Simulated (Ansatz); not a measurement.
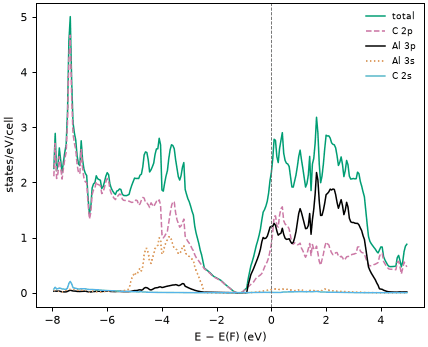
Figure. Total and projected density of states of AlC6 in space group P6/mmm (No. 191; C on 6j, Al on 1b), PBE+D3(BJ) in the plane-wave PAW code Ansatz

Question: Which orbitals carry the states next to the Fermi level?

Answer: Within 0.5 eV of the Fermi level: Al 3p 51 %, C 2p 44 %. Projections are on Löwdin-orthogonalised atomic valence shells; empty p or d shells of many metals are not among them.

Question: Where is the tallest occupied peak in this window, and what makes it?

Answer: Near -7.3 eV, about 5.0 states/eV per cell; the largest projected share is C 2p.

The start of the workflow was typed in or built on a structure type; neither database checked (COD, Materials Project) lists it. Its standing as an ambient phase is unchecked. Symmetry was held in the PBE+D3(BJ) relaxation; whether a distortion lowers the energy is not shown. The volume moved by 33 % from the start of the relaxation. Its formation energy is positive at this level, so the cell may be metastable or incomplete.

Potentials: the earlier of the program's two PAW sets.
